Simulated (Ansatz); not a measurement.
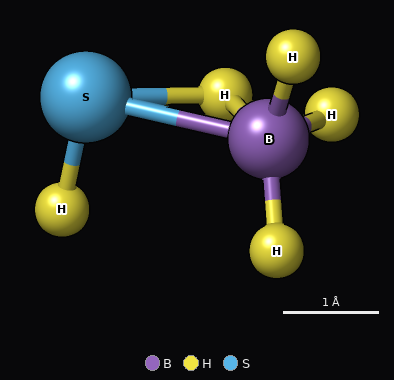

The input geometry (ball-and-stick view, seen at a tilt). Bond lengths as drawn: B–H 1.20 to 1.41 Å, B–S 2.07 Å and H–S 1.36 to 1.60 Å.

## Run report: BH5S, phonon calculation

System: BH5S.
Method: RKS r2SCAN/cc-pVDZ (Ansatz 0.2.0).

It belongs to a series of runs on one base structure; here: vibrations at the highest image of the band.

### The input
```yaml
crystal:
  periodic: [false, false, false]
  atoms:
    - { symbol: B, position_ang: [-0.017555, -0.219442, 0.082024] }
    - { symbol: H, position_ang: [-0.249423, 0.118577, 1.297464] }
    - { symbol: H, position_ang: [1.016796, 0.305872, -0.233488] }
    - { symbol: H, position_ang: [-1.04389, -0.137246, -0.536247] }
    - { symbol: S, position_ang: [0.484352, -2.213887, 0.317178] }
    - { symbol: H, position_ang: [-0.783023, -2.695847, 0.359857] }
    - { symbol: H, position_ang: [0.056744, -0.995228, 1.256514] }
basis:
  gaussian: { orbitals: cc-pVDZ }
hamiltonian:
  xc: r2scan
phonons: {}
```

Machine: 1 thread of Arm Neoverse N1, 54 GiB of memory available, shared host.

Run as:
```bash
ansatz run input.yaml --threads 1 --pin off --max-ram 2048MiB --backend cpu --events-out ev --progress --plain --runs-dir out
```

### What the program printed
```
Engine: ansatz 0.2.0, aarch64-unknown-linux-gnu
Functional definition: r2SCAN
  parameter k0 = 0.174
  parameter k1 = 0.065
  parameter a1 = 4.9479
  exchange = r2scan_x(k0 = k0, k1 = k1, a1 = a1)
  correlation = r2scan_c
695 factors; their error is unknown
mean field evaluation 1: about -11588.0548 eV, gradient 2.6e1 eV
mean field evaluation 2: about -11586.7053 eV, gradient 3.2e1 eV
mean field evaluation 4: about -11590.5288 eV, gradient 1.5e0 eV
mean field evaluation 8: about -11590.5037 eV, gradient 2.2e-2 eV
mean field -11590.50373040 eV, -425.9431557667 hartree, gradient 1.5e-5 eV, S^2 0.000000; 0 other end points of the search recorded, 0 dependent functions left out
the calculation of the forces begins
reference -11590.50373827 eV, -425.9431560560 hartree; 13, 13 occupied and 44, 44 virtual orbitals, 695 factors
these checks for a lower state are left out or cut short: stability, starts, cluster_reference, orbital_swaps, neighbouring_geometries, increment
695 factors; their error is unknown
mean field evaluation 16: about -11590.5361 eV, gradient 1.5e-1 eV
mean field -11590.50357124 eV, -425.9431499177 hartree, gradient 1.3e-6 eV, S^2 0.000000; 0 other end points of the search recorded, 0 dependent functions left out
[... from here on the field's lines of each further geometry are left out, up to the last ...]
the calculation of the forces begins
reference -11590.50376660 eV, -425.9431570970 hartree; 13, 13 occupied and 44, 44 virtual orbitals, 695 factors
these checks for a lower state are left out or cut short: stability, starts, cluster_reference, orbital_swaps, neighbouring_geometries, increment
695 factors; their error is unknown
mean field -11590.50363505 eV, -425.9431522626 hartree, gradient 9.8e-7 eV, S^2 0.000000; 0 other end points of the search recorded, 0 dependent functions left out
the calculation of the forces begins
reference -11590.50364292 eV, -425.9431525518 hartree; 13, 13 occupied and 44, 44 virtual orbitals, 695 factors
WARN: phonons: modes at or below zero, which the zero-point energy, F, S and C_V leave out: 1, the lowest at -594.48 cm⁻¹. A minimum has none, and a first-order saddle one
Total energy: -11590.50373827 eV, -425.9431560560 hartree
Atom 0 at    -0.017555    -0.219442     0.082024 Å, force    -0.011935    -0.037674    -0.011499 eV/Å
Atom 1 at    -0.249423     0.118577     1.297464 Å, force     0.003459     0.010370     0.018002 eV/Å
Atom 2 at     1.016796     0.305872    -0.233488 Å, force     0.000404     0.008937    -0.003504 eV/Å
Atom 3 at    -1.043890    -0.137246    -0.536247 Å, force     0.006180     0.010246    -0.010533 eV/Å
Atom 4 at     0.484352    -2.213887     0.317178 Å, force     0.012091    -0.004716    -0.016910 eV/Å
Atom 5 at    -0.783023    -2.695847     0.359857 Å, force    -0.006072    -0.001310    -0.000266 eV/Å
Atom 6 at     0.056744    -0.995228     1.256514 Å, force    -0.004127     0.014147     0.024712 eV/Å
Dipole moment:    -0.187467    -0.181047     0.222935 e Å
Vibrations: -594.48 364.95 546.35 628.64 867.74 943.57 1039.62 1097.94 1117.79 1301.74 1742.45 2224.44 2589.81 2684.81 2709.83 cm⁻¹, zero-point energy 1.231142 eV
```

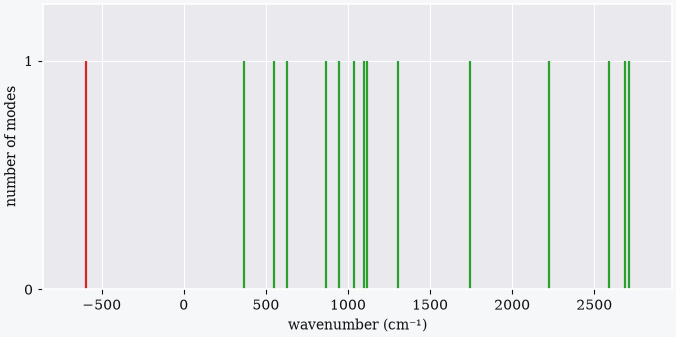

Harmonic vibrational wavenumbers from the force constants; neighbouring modes closer than 15 cm⁻¹ are counted in one stick, and imaginary ones are drawn at negative wavenumbers. 15 modes from 594i to 2710 cm⁻¹, 1 imaginary beyond 8i (594i cm⁻¹): a first-order saddle point, if the geometry is stationary.

### Summary

- outcome: converged
- total energy: −11590.5037 eV
- mean-field energy: −11590.5037 eV
- largest force (length of the vector): 0.041 eV/Å
- wall time: 85 s
- peak memory: 0.1 GiB
